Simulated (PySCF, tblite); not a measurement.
# C₃H₅B: dynamics, then NMR shifts on frames

How do NMR shifts of C₃H₅B (`BC1C=C1`) change as the atoms move?

Computed with tblite 0.8.0 and PySCF 2.14.0, with density-fitted response routines of our own, on a single molecule in the gas phase. Atoms count from 0, in the outputs and in this text.

**1. The molecule as given**

9 atoms, charge 0, multiplicity 1; geometry from: GFN2-xTB.

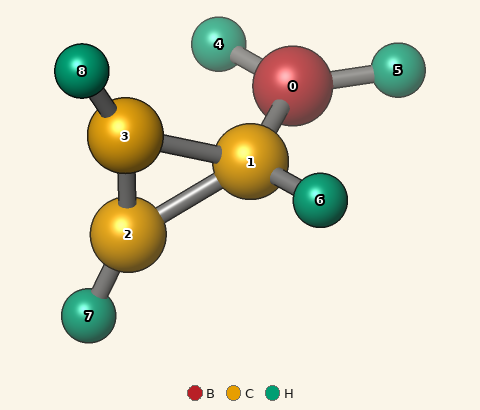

As it starts; boron red, carbon amber, hydrogen teal, atoms numbered.

**2. Dynamics with GFN2-xTB**

What the job is given:

```
{"job": {"kind": "md", "xc": "GFN2-xTB", "basis": "xTB", "temperature": 200, "steps": 2000, "every": 50, "frames": 5}, "charge": 0, "multiplicity": 1}
B      1.404925    -0.320735    -0.155288
C     -0.000298    -0.262821     0.447532
C     -1.241716    -0.137714    -0.454033
C     -0.928181     0.935142     0.176114
H      1.617868     0.209387    -1.177393
H      2.262841    -0.892623     0.397702
H     -0.188179    -0.764114     1.399303
H     -1.844497    -0.709090    -1.112972
H     -1.069202     1.948562     0.453855
```

Method: GFN2-xTB Langevin dynamics, gas phase.

Started as:

```sh
> OMP_NUM_THREADS=1 python probes_run.py task.json out
```

One launch serves the whole session: the jobs run in the order shown.

Standard output:

```text
t/fs     T/K      E/eV
    0.0   186.1   -274.41515
   25.0   184.1   -274.32891
   50.0   156.5   -274.24493
   75.0   140.3   -274.30232
  100.0   210.2   -274.19704
  125.0   164.1   -274.13894
  150.0   193.8   -274.18537
  175.0   271.7   -274.30074
  200.0   172.3   -274.20679
  225.0   170.8   -274.29210
  250.0   195.0   -274.21722
  275.0    96.7   -274.12010
  300.0   176.8   -274.19825
  325.0   156.1   -274.19409
  350.0   146.0   -274.19258
  375.0   209.3   -274.27555
  400.0   228.4   -274.28620
  425.0   165.0   -274.20248
  450.0   115.6   -274.18963
  475.0   139.3   -274.24775
  500.0   180.2   -274.17663
  525.0   215.6   -274.17869
  550.0   229.6   -274.22179
  575.0   144.6   -274.21473
  600.0   178.1   -274.21833
  625.0   233.1   -274.19632
  650.0   224.5   -274.17985
  675.0   344.3   -274.22695
  700.0   337.4   -274.26804
  725.0   214.1   -274.23170
  750.0   238.9   -274.25684
  775.0   281.2   -274.27403
  800.0   183.9   -274.23388
  825.0   181.0   -274.23968
  850.0   213.8   -274.27800
  875.0   175.3   -274.27638
  900.0   152.8   -274.24942
  925.0   149.3   -274.23969
  950.0   147.1   -274.28931
  975.0   195.8   -274.27083
 1000.0   192.6   -274.25692
```

Wall time 3.8 s (1 thread of Arm Neoverse V2, shared host); peak memory 0.18 GiB.

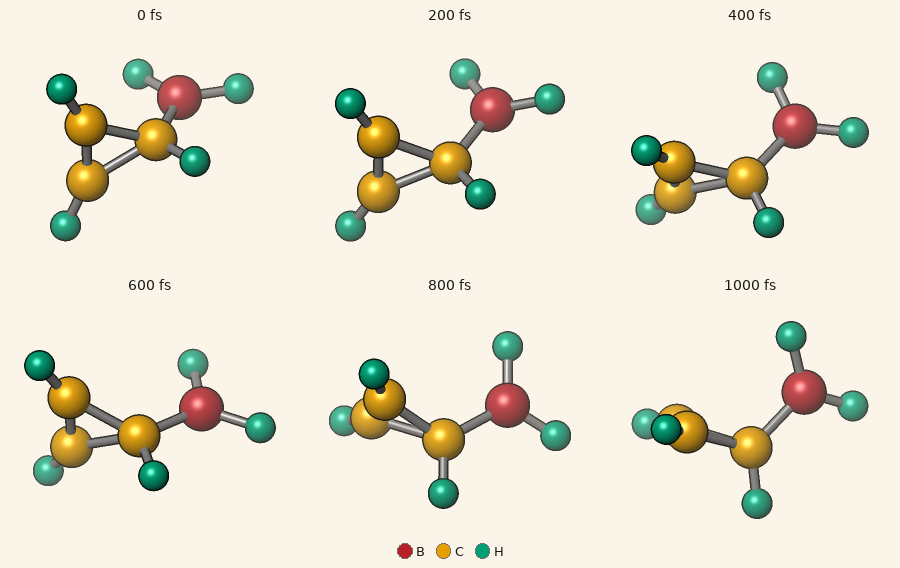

Frames of the run.

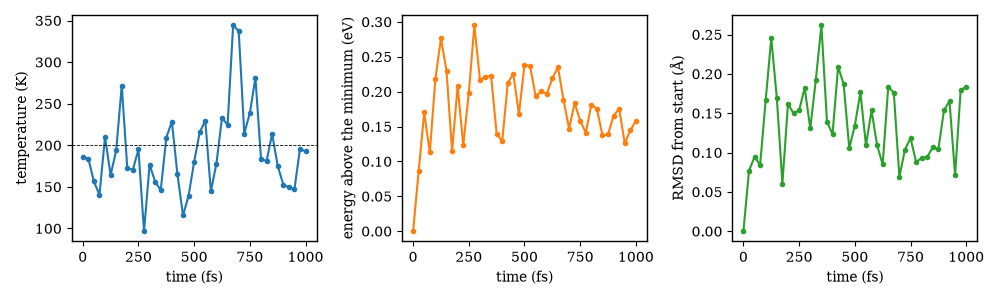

Temperature, potential energy and distance from the start.

Positions (Å) and forces (eV/Å) at 1000 fs:

```xyz
9

B    -0.019    0.164    0.733   -0.843    0.300    0.069
C    -1.467    0.038    0.278   -0.568    0.329   -0.486
C    -1.776    1.009   -0.904   -0.518   -0.230    0.410
C    -2.401    1.249    0.204    0.926   -0.287   -1.171
H     0.366    1.235    0.937    0.286    0.289    0.019
H     0.628   -0.758    0.844    0.675   -0.808    0.151
H    -2.049   -0.881    0.170    0.471   -0.246    0.278
H    -1.632    1.038   -1.956    0.101    0.225    0.102
H    -3.083    1.844    0.712   -0.530    0.426    0.628
```

**3. Shielding tensors: 250 fs, PBE0/pcSseg-1**

What the job is given:

```
{"job": {"kind": "nmr", "xc": "PBE0", "basis": "pcSseg-1", "pop": false}, "charge": 0, "multiplicity": 1}
B      1.423900    -0.616100     0.391300
C     -0.142300    -0.599900     0.530800
C     -0.908800    -0.402000    -0.778900
C     -0.971600     0.582100     0.043500
H      1.814500     0.054400    -0.476000
H      2.069100    -1.412900     0.993000
H     -0.642000    -1.156200     1.306300
H     -0.997600    -0.841500    -1.688900
H     -1.400200     1.441600     0.384300
```

Method: GIAO PBE0/pcSseg-1 NMR shielding, non-relativistic, gas phase.

Standard output:

```text
coarse grid: 7448 points
cycle   1  E = -141.7907219750  dE =  5.091e-01  |g| = 2.734e-01  |ddm| = 2.564e+00
cycle   2  E = -141.7944321560  dE = -3.710e-03  |g| = 2.676e-01  |ddm| = 5.816e-01
cycle   3  E = -141.8132142341  dE = -1.878e-02  |g| = 4.223e-02  |ddm| = 2.877e-01
cycle   4  E = -141.8136102208  dE = -3.960e-04  |g| = 1.119e-02  |ddm| = 3.973e-02
cycle   5  E = -141.8136420873  dE = -3.187e-05  |g| = 2.741e-03  |ddm| = 1.278e-02
cycle   6  E = -141.8136438283  dE = -1.741e-06  |g| = 9.251e-04  |ddm| = 4.216e-03
final grid: 71696 points
cycle   7  E = -141.8374265127  dE = -2.457e-05  |g| = 5.662e-03  |ddm| = 2.066e-02
cycle   8  E = -141.8374244993  dE =  2.013e-06  |g| = 6.474e-03  |ddm| = 1.247e-02
cycle   9  E = -141.8374352547  dE = -1.076e-05  |g| = 8.037e-04  |ddm| = 6.343e-03
cycle  10  E = -141.8374353970  dE = -1.424e-07  |g| = 3.308e-04  |ddm| = 7.805e-04
cycle  11  E = -141.8374354232  dE = -2.613e-08  |g| = 7.539e-05  |ddm| = 2.847e-04
cycle  12  E = -141.8374354246  dE = -1.475e-09  |g| = 1.263e-05  |ddm| = 6.582e-05
cycle  13  E = -141.8374354247  dE = -3.280e-11  |g| = 4.745e-06  |ddm| = 1.856e-05
converged SCF energy = -141.8374354247

GIAO shielding tensors (ppm)
atom      isotropic    diamagn.    paramagn.     s11        s22        s33       span
  0 B       12.080     192.682    -180.602    -65.775    -15.445    117.462    183.237
  1 C      158.374     247.030     -88.656     74.655    157.761    242.706    168.051
  2 C       71.383     255.102    -183.719    -63.583    101.719    176.013    239.596
  3 C       62.505     253.794    -191.289    -77.419     88.546    176.388    253.807
  4 H       24.743      29.686      -4.943     15.475     28.498     30.256     14.780
  5 H       23.579      29.157      -5.578     16.175     26.685     27.877     11.702
  6 H       30.001      30.567      -0.566     24.135     28.278     37.591     13.456
  7 H       25.307      33.737      -8.430     21.296     26.319     28.305      7.010
  8 H       24.677      33.269      -8.592     20.080     26.141     27.808      7.728
```

Run time: 3.4 s. Hardware: 1 thread of Arm Neoverse V2, shared host; peak memory 0.43 GiB.

Shifts follow as δ = σ(reference) − σ, with reference shieldings (ppm) from runs at the same level and on the same kind of geometry: 1H TMS 31.72, 13C TMS 186.9, 11B BF3·OEt2 100.1. The references are single molecules in the gas phase. Each atom is listed at this fixed geometry, with no averaging over motion; a spectrum would average atoms that exchange fast.

```csv
atoms,environment,σ (ppm),δ (ppm)
C3,alkene CH,62.5,124.4
C2,alkene CH,71.4,115.5
C1,three-membered-ring carbon,158.4,28.6
H5,hydrogen on a boron bonded to C,23.58,8.14
H8,hydrogen on an alkene CH,24.68,7.04
H4,hydrogen on a boron bonded to C,24.74,6.97
H7,hydrogen on an alkene CH,25.31,6.41
H6,hydrogen on a three-membered-ring carbon,30.00,1.72
B0,"boron bonded to C, 2 H",12.1,88.0
```

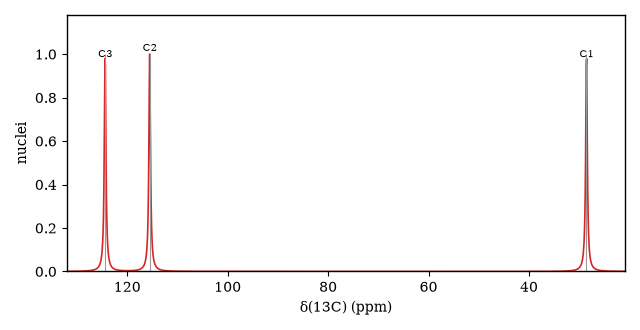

13C lines at the computed shifts, without couplings. Lines are broadened to a width of 0.38 ppm (Lorentzian).

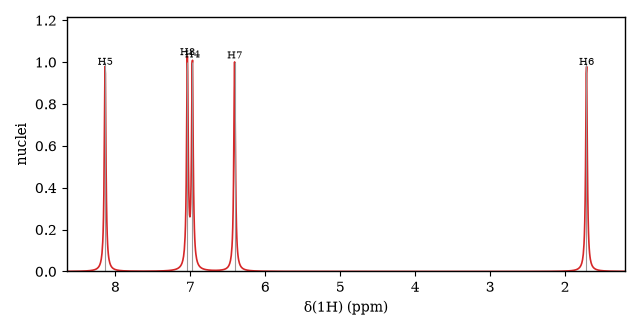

1H lines at the computed shifts, without couplings. Lines are broadened to a width of 0.03 ppm (Lorentzian).

Ring of atoms C1, C2, C3: NICS(0) -28.7, NICS(1) -4.7, NICS(1)zz -14.7 ppm (means of both faces; NICS(1) differs between them: -5.8 and -3.5).

In rings of three or four atoms NICS is ruled by the nearby σ bonds, so it says little on aromaticity.

**4. Nuclear shieldings: 425 fs, PBE0/pcSseg-1**

What the job is given:

```
{"job": {"kind": "nmr", "xc": "PBE0", "basis": "pcSseg-1", "pop": false}, "charge": 0, "multiplicity": 1}
B      1.237700    -0.813700     0.300000
C     -0.287500    -0.727900     0.307200
C     -0.779200    -0.417100    -1.104100
C     -1.120000     0.469500    -0.223000
H      1.883000     0.005000    -0.215400
H      1.705700    -1.723700     0.782800
H     -0.853900    -1.537700     0.788900
H     -0.728200    -0.967300    -2.002800
H     -1.488600     1.394100     0.054000
```

Level: GIAO PBE0/pcSseg-1 NMR shielding, non-relativistic, gas phase.

Standard output:

```text
coarse grid: 7448 points
cycle   1  E = -141.7890920479  dE =  5.001e-01  |g| = 2.806e-01  |ddm| = 2.563e+00
cycle   2  E = -141.7932838152  dE = -4.192e-03  |g| = 2.754e-01  |ddm| = 6.276e-01
cycle   3  E = -141.8139185489  dE = -2.063e-02  |g| = 4.709e-02  |ddm| = 3.020e-01
cycle   4  E = -141.8144087293  dE = -4.902e-04  |g| = 1.165e-02  |ddm| = 4.187e-02
cycle   5  E = -141.8144430541  dE = -3.432e-05  |g| = 2.824e-03  |ddm| = 1.386e-02
cycle   6  E = -141.8144448269  dE = -1.773e-06  |g| = 1.166e-03  |ddm| = 4.267e-03
final grid: 71696 points
cycle   7  E = -141.8377109060  dE = -2.269e-05  |g| = 6.041e-03  |ddm| = 2.231e-02
cycle   8  E = -141.8377076084  dE =  3.298e-06  |g| = 7.169e-03  |ddm| = 1.335e-02
cycle   9  E = -141.8377207172  dE = -1.311e-05  |g| = 1.180e-03  |ddm| = 6.848e-03
cycle  10  E = -141.8377210508  dE = -3.336e-07  |g| = 3.331e-04  |ddm| = 1.049e-03
cycle  11  E = -141.8377210779  dE = -2.710e-08  |g| = 6.559e-05  |ddm| = 2.832e-04
cycle  12  E = -141.8377210790  dE = -1.105e-09  |g| = 1.298e-05  |ddm| = 5.834e-05
cycle  13  E = -141.8377210791  dE = -3.405e-11  |g| = 4.981e-06  |ddm| = 1.932e-05
converged SCF energy = -141.8377210791

GIAO shielding tensors (ppm)
atom      isotropic    diamagn.    paramagn.     s11        s22        s33       span
  0 B       18.489     192.292    -173.802    -54.739    -13.512    123.719    178.459
  1 C      157.715     246.191     -88.476     80.590    152.538    240.016    159.426
  2 C       72.304     255.994    -183.689    -55.084     99.369    172.627    227.711
  3 C       65.966     254.169    -188.203    -65.928     92.853    170.974    236.902
  4 H       25.087      29.872      -4.785     17.422     28.037     29.802     12.381
  5 H       24.475      30.706      -6.231     16.665     27.635     29.126     12.460
  6 H       29.491      29.908      -0.417     24.050     27.484     36.939     12.889
  7 H       24.742      32.202      -7.460     22.672     24.659     26.896      4.224
  8 H       24.334      32.410      -8.076     19.938     25.547     27.518      7.580
```

Wall time 3.2 s (1 thread of Arm Neoverse V2, shared host); peak memory 0.44 GiB.

This run: δ C3 121.0, C2 114.6, C1 29.2, B0 81.6, H8 7.38, H5 7.24 ppm.

**5. NMR shieldings: 625 fs, PBE0/pcSseg-1**

What the job is given:

```
{"job": {"kind": "nmr", "xc": "PBE0", "basis": "pcSseg-1", "pop": false}, "charge": 0, "multiplicity": 1}
B      0.549900    -0.848000     0.610400
C     -0.877000    -0.480600     0.328600
C     -1.312700    -0.034100    -1.089900
C     -1.125000     0.896400    -0.250500
H      1.431600    -0.360600    -0.007900
H      0.850900    -1.678000     1.453700
H     -1.638000    -0.979500     0.997600
H     -1.612900    -0.499600    -2.076900
H     -1.064600     1.923900     0.017100
```

Level: GIAO PBE0/pcSseg-1 NMR shielding, non-relativistic, gas phase.

Standard output:

```text
coarse grid: 7448 points
cycle   1  E = -141.7926274440  dE =  4.723e-01  |g| = 2.965e-01  |ddm| = 2.534e+00
cycle   2  E = -141.7948436739  dE = -2.216e-03  |g| = 3.020e-01  |ddm| = 6.614e-01
cycle   3  E = -141.8194446442  dE = -2.460e-02  |g| = 6.115e-02  |ddm| = 3.320e-01
cycle   4  E = -141.8201641923  dE = -7.195e-04  |g| = 2.721e-02  |ddm| = 5.765e-02
cycle   5  E = -141.8203262482  dE = -1.621e-04  |g| = 1.001e-02  |ddm| = 2.588e-02
cycle   6  E = -141.8203508924  dE = -2.464e-05  |g| = 1.645e-03  |ddm| = 8.113e-03
cycle   7  E = -141.8203515698  dE = -6.775e-07  |g| = 3.008e-04  |ddm| = 1.929e-03
final grid: 71696 points
cycle   8  E = -141.8441129045  dE = -1.670e-05  |g| = 4.816e-03  |ddm| = 1.773e-02
cycle   9  E = -141.8441113844  dE =  1.520e-06  |g| = 5.544e-03  |ddm| = 1.085e-02
cycle  10  E = -141.8441195114  dE = -8.127e-06  |g| = 3.926e-04  |ddm| = 5.541e-03
cycle  11  E = -141.8441195509  dE = -3.954e-08  |g| = 1.162e-04  |ddm| = 4.083e-04
cycle  12  E = -141.8441195534  dE = -2.460e-09  |g| = 5.864e-05  |ddm| = 1.224e-04
cycle  13  E = -141.8441195542  dE = -8.234e-10  |g| = 1.431e-05  |ddm| = 5.274e-05
converged SCF energy = -141.8441195542

GIAO shielding tensors (ppm)
atom      isotropic    diamagn.    paramagn.     s11        s22        s33       span
  0 B       14.171     192.569    -178.398    -58.950    -16.066    117.528    176.479
  1 C      158.774     247.477     -88.704     78.043    155.158    243.120    165.077
  2 C       66.352     256.863    -190.511    -67.880    108.963    157.973    225.853
  3 C       73.068     253.637    -180.569    -57.666    111.716    165.153    222.819
  4 H       24.796      29.730      -4.934     17.428     28.052     28.907     11.478
  5 H       23.800      29.046      -5.246     18.139     25.935     27.325      9.187
  6 H       28.508      28.977      -0.470     23.303     26.577     35.642     12.338
  7 H       23.205      29.107      -5.901     20.966     23.279     25.371      4.406
  8 H       24.689      31.290      -6.601     21.741     24.866     27.460      5.720
```

It took 3.1 s on 1 thread of Arm Neoverse V2, shared host; peak memory 0.44 GiB.

This run: δ C2 120.6, C3 113.9, C1 28.2, B0 85.9, H7 8.51, H5 7.92 ppm.

**6. Nuclear shieldings: 800 fs, PBE0/pcSseg-1**

What the job is given:

```
{"job": {"kind": "nmr", "xc": "PBE0", "basis": "pcSseg-1", "pop": false}, "charge": 0, "multiplicity": 1}
B      0.164300    -0.577600     0.665800
C     -1.269100    -0.189900     0.317500
C     -1.480600     0.695000    -0.966500
C     -1.731600     1.255000     0.183000
H      1.067600     0.166000     0.511300
H      0.363500    -1.577100     1.102000
H     -2.166700    -0.822300     0.561500
H     -1.331400     0.613700    -2.040800
H     -1.994200     2.056500     0.819600
```

With the program's defaults for keys left out, this is: GIAO PBE0/pcSseg-1 NMR shielding, non-relativistic, gas phase.

Standard output:

```text
coarse grid: 7448 points
cycle   1  E = -141.7916603769  dE =  4.331e-01  |g| = 2.771e-01  |ddm| = 2.545e+00
cycle   2  E = -141.7944892093  dE = -2.829e-03  |g| = 2.816e-01  |ddm| = 6.346e-01
cycle   3  E = -141.8159576087  dE = -2.147e-02  |g| = 6.243e-02  |ddm| = 3.120e-01
cycle   4  E = -141.8167010408  dE = -7.434e-04  |g| = 2.915e-02  |ddm| = 5.965e-02
cycle   5  E = -141.8168867831  dE = -1.857e-04  |g| = 1.117e-02  |ddm| = 2.765e-02
cycle   6  E = -141.8169177584  dE = -3.098e-05  |g| = 1.536e-03  |ddm| = 8.744e-03
cycle   7  E = -141.8169183464  dE = -5.880e-07  |g| = 3.593e-04  |ddm| = 2.017e-03
final grid: 71696 points
cycle   8  E = -141.8397068309  dE = -1.958e-05  |g| = 5.532e-03  |ddm| = 2.009e-02
cycle   9  E = -141.8397052395  dE =  1.591e-06  |g| = 6.231e-03  |ddm| = 1.199e-02
cycle  10  E = -141.8397154807  dE = -1.024e-05  |g| = 4.797e-04  |ddm| = 6.046e-03
cycle  11  E = -141.8397155398  dE = -5.913e-08  |g| = 1.213e-04  |ddm| = 4.659e-04
cycle  12  E = -141.8397155422  dE = -2.392e-09  |g| = 7.070e-05  |ddm| = 1.446e-04
cycle  13  E = -141.8397155434  dE = -1.231e-09  |g| = 1.715e-05  |ddm| = 6.199e-05
cycle  14  E = -141.8397155435  dE = -6.588e-11  |g| = 5.348e-06  |ddm| = 1.837e-05
converged SCF energy = -141.8397155435

GIAO shielding tensors (ppm)
atom      isotropic    diamagn.    paramagn.     s11        s22        s33       span
  0 B       16.276     191.146    -174.870    -57.521    -18.845    125.194    182.716
  1 C      159.386     244.626     -85.239     88.212    151.014    238.933    150.721
  2 C       68.532     255.598    -187.066    -65.023    105.771    164.849    229.872
  3 C       63.159     257.410    -194.251    -70.087     93.920    165.644    235.731
  4 H       24.786      29.724      -4.938     17.397     27.766     29.193     11.796
  5 H       24.560      31.135      -6.575     16.541     27.672     29.466     12.925
  6 H       28.781      28.919      -0.138     22.679     27.261     36.404     13.725
  7 H       23.854      30.614      -6.760     20.793     24.287     26.483      5.690
  8 H       24.220      32.218      -7.998     20.788     24.852     27.019      6.231
```

Wall time 3.2 s (1 thread of Arm Neoverse V2, shared host); peak memory 0.44 GiB.

Key values: δ C3 123.8, C2 118.4, C1 27.5, B0 83.8, H7 7.86, H8 7.50 ppm.

**7. Nuclear shieldings: 1000 fs, PBE0/pcSseg-1**

What the job is given:

```
{"job": {"kind": "nmr", "xc": "PBE0", "basis": "pcSseg-1", "pop": false}, "charge": 0, "multiplicity": 1}
B     -0.019100     0.163800     0.733300
C     -1.467000     0.038100     0.277700
C     -1.776500     1.008800    -0.903700
C     -2.400900     1.248700     0.204200
H      0.365900     1.235000     0.937300
H      0.627700    -0.757700     0.844100
H     -2.048900    -0.881500     0.169900
H     -1.632000     1.038000    -1.955500
H     -3.083000     1.843600     0.711800
```

With the program's defaults for keys left out, this is: GIAO PBE0/pcSseg-1 NMR shielding, non-relativistic, gas phase.

Standard output:

```text
coarse grid: 7448 points
cycle   1  E = -141.7920088270  dE =  4.911e-01  |g| = 2.784e-01  |ddm| = 2.564e+00
cycle   2  E = -141.7960385761  dE = -4.030e-03  |g| = 2.735e-01  |ddm| = 6.112e-01
cycle   3  E = -141.8160357103  dE = -2.000e-02  |g| = 5.571e-02  |ddm| = 3.025e-01
cycle   4  E = -141.8166223156  dE = -5.866e-04  |g| = 2.598e-02  |ddm| = 5.520e-02
cycle   5  E = -141.8167639856  dE = -1.417e-04  |g| = 1.086e-02  |ddm| = 2.623e-02
cycle   6  E = -141.8167931734  dE = -2.919e-05  |g| = 1.728e-03  |ddm| = 8.627e-03
cycle   7  E = -141.8167938973  dE = -7.239e-07  |g| = 3.737e-04  |ddm| = 2.215e-03
final grid: 71696 points
cycle   8  E = -141.8400233189  dE = -2.338e-05  |g| = 5.468e-03  |ddm| = 2.106e-02
cycle   9  E = -141.8400223278  dE =  9.911e-07  |g| = 5.994e-03  |ddm| = 1.177e-02
cycle  10  E = -141.8400316997  dE = -9.372e-06  |g| = 5.119e-04  |ddm| = 5.905e-03
cycle  11  E = -141.8400317645  dE = -6.474e-08  |g| = 1.556e-04  |ddm| = 4.996e-04
cycle  12  E = -141.8400317686  dE = -4.098e-09  |g| = 8.566e-05  |ddm| = 1.686e-04
cycle  13  E = -141.8400317704  dE = -1.813e-09  |g| = 1.882e-05  |ddm| = 7.188e-05
cycle  14  E = -141.8400317705  dE = -7.901e-11  |g| = 5.390e-06  |ddm| = 2.276e-05
converged SCF energy = -141.8400317705

GIAO shielding tensors (ppm)
atom      isotropic    diamagn.    paramagn.     s11        s22        s33       span
  0 B       19.746     190.727    -170.980    -51.204    -12.548    122.990    174.194
  1 C      159.437     241.570     -82.133     84.005    156.934    237.374    153.369
  2 C       69.283     253.760    -184.477    -75.377    115.312    167.913    243.290
  3 C       56.975     258.820    -201.845    -91.057     90.613    171.368    262.425
  4 H       25.230      30.229      -4.999     17.449     28.583     29.658     12.209
  5 H       24.538      30.496      -5.958     17.324     27.263     29.028     11.704
  6 H       29.631      29.784      -0.153     23.641     27.573     37.680     14.039
  7 H       24.641      31.615      -6.974     21.091     24.869     27.965      6.873
  8 H       24.067      32.886      -8.819     18.773     25.834     27.593      8.820
```

It took 3.2 s on 1 thread of Arm Neoverse V2, shared host; peak memory 0.44 GiB.

Key values: δ C3 130.0, C2 117.6, C1 27.5, B0 80.3, H8 7.65, H5 7.18 ppm.

**8. Comparing the runs: NMR shifts**

Shifts (ppm) of some atoms, chosen among heavy atoms and hydrogens apart, with basis size and wall time:

```csv
frame,C3,C2,C1,H5,H7,H6,B0,functions,time
250 fs,124.4,115.5,28.6,8.14,6.41,1.72,88.0,93,3.4 s
425 fs,121.0,114.6,29.2,7.24,6.97,2.23,81.6,93,3.2 s
625 fs,113.9,120.6,28.2,7.92,8.51,3.21,85.9,93,3.1 s
800 fs,123.8,118.4,27.5,7.16,7.86,2.94,83.8,93,3.2 s
1000 fs,130.0,117.6,27.5,7.18,7.08,2.09,80.3,93,3.2 s
```

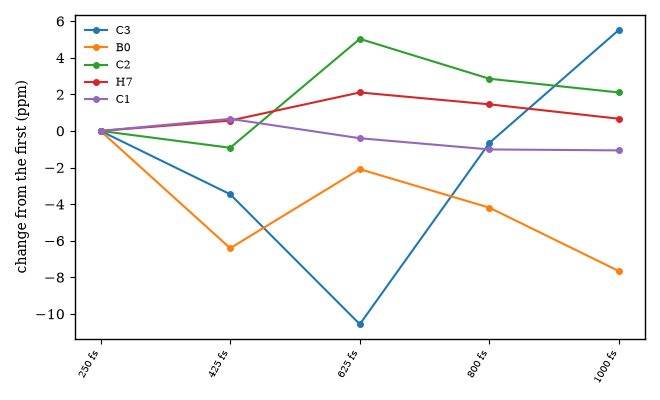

How five of the tabulated atoms move from run to run.

**9. Summary of results**

| quantity | value |
| --- | --- |
| thermostat | 200 K |
| mean temperature, second half | 210 K |
| mean potential energy above the minimum | 0.18 eV |
| 13C shifts against TMS (PBE0/pcSseg-1, 250 fs) | 124.4, 115.5, 28.6 ppm |
| 1H shifts against TMS (PBE0/pcSseg-1, 250 fs) | 8.14, 7.04, 6.97, 6.41, 1.72 ppm |
| 11B shifts against BF3·OEt2 (PBE0/pcSseg-1, 250 fs) | 88.0 ppm |
| range of the shift of C3 | 113.9 to 130.0 ppm |

**Reading.** In the second half the potential energy averages 0.18 eV above the minimum; equipartition over 21 harmonic modes at 200 K would give 0.18 eV. With 9 atoms the temperature swings widely (97 to 344 K). Shifts at one fixed geometry are not the observed spectrum, which averages over the motion. In the first frame run (250 fs): The widest tensor belongs to C3: span 254 ppm, with a paramagnetic part of -191 ppm. In ppm, C3 moves most: its shift spreads over 16.1 ppm, from 113.9 (625 fs) to 130.0 (1000 fs).
